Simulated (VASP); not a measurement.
Band structure of ZnS (zinc blende). These are RPBE GGA, VASP's PBE PAW potentials (set 64) (plane waves; VASP) values and carry that method's errors.

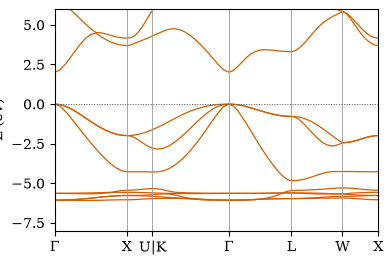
Figure. Bands along high-symmetry lines, zero at the valence-band maximum or, without a gap, the Fermi level

Read the plot: is there a gap, and where are the band edges?

The gap is direct, 2.02 eV, from the valence maximum at Γ to the conduction minimum at Γ. (Edges off the drawn lines would not show.)

Measured: gap 3.94 eV (computed value off by -1.92 eV), as given by Wei Chen et al., Physical Review Materials (2018), doi:10.1103/physrevmaterials.2.073803 [zero-point renormalisation of 0.1 eV added back (the table's ZPR column)].

The compound is ZnS in the zinc blende structure. It was relaxed first, which changed the volume by +6 %.
